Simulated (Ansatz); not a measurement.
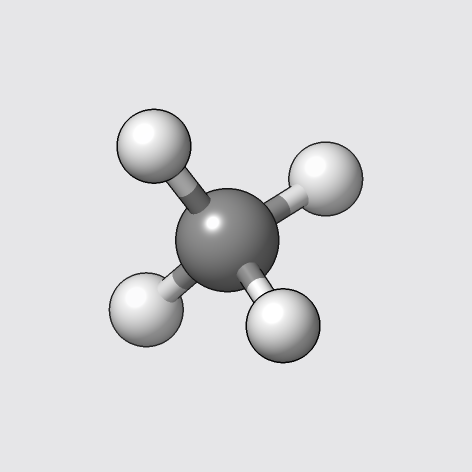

Ball-and-stick drawing of a structure. Every bond is drawn as one stick, whatever its order. Colours: carbon grey, hydrogen white.

Computed geometry: PBE0-D4/def2-TZVP optimisation.

> Give the formula.

CH4, 5 atoms: 1 carbon and 4 hydrogen.

> Which point group does it belong to?

Td.

> Count the bonded pairs by element.

4 C–H. Sticks follow a distance rule.

> How many sets of symmetry-equivalent atoms are there?

2: 1 C, 4 H.

More results for the same structure follow; atom numbers are the same in all pictures, views and colours differ.

Vibrations

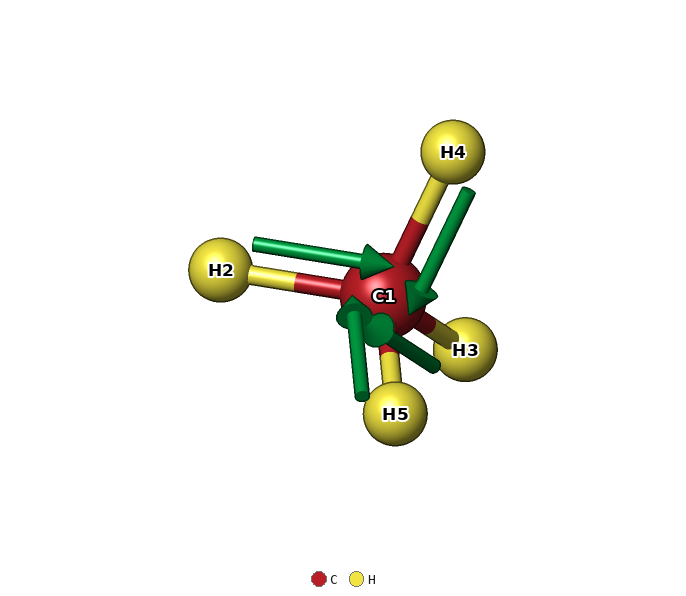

The arrows show one normal mode. Harmonic vibrations computed with RKS PBE0-D4/def2-TZVP (Ansatz 0.2.0) at a stationary point of the same level.

> Describe the motion.

Mostly in-phase stretching of 4 C–H bonds.

> At what wavenumber does it lie?

3047 cm⁻¹; it is mode 6 of 9 counted from the lowest.

Charges

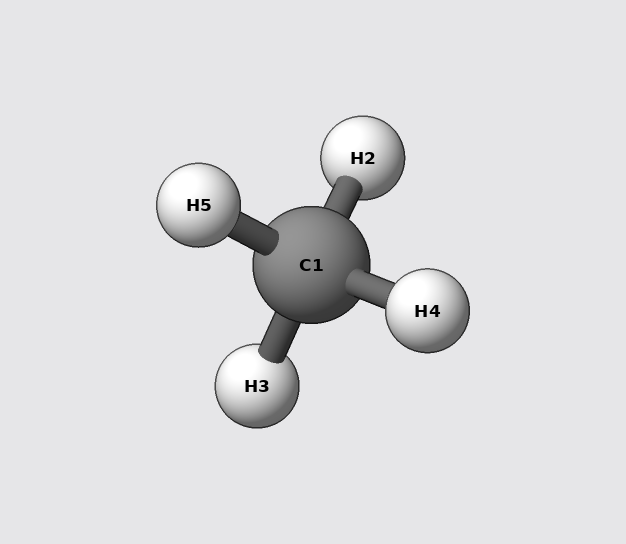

The questions are on Mulliken charges. Properties computed with RKS PBE0-D4/def2-TZVP (Ansatz 0.2.0).

Give the Mulliken charges atom by atom.

```csv
atom,value (e)
C1,−0.53
H2,0.13
H3,0.13
H4,0.13
H5,0.13
```

Electronic properties

Level of theory: RKS PBE0-D4/def2-TZVPP (Ansatz 0.2.0).

> Give the HOMO–LUMO gap at this level.

12.68 eV.

> Estimate the HOMO energy (Kohn–Sham orbital).

−10.98 eV.

Mulliken values depend strongly on the basis set and can even reverse the polarity of a bond.
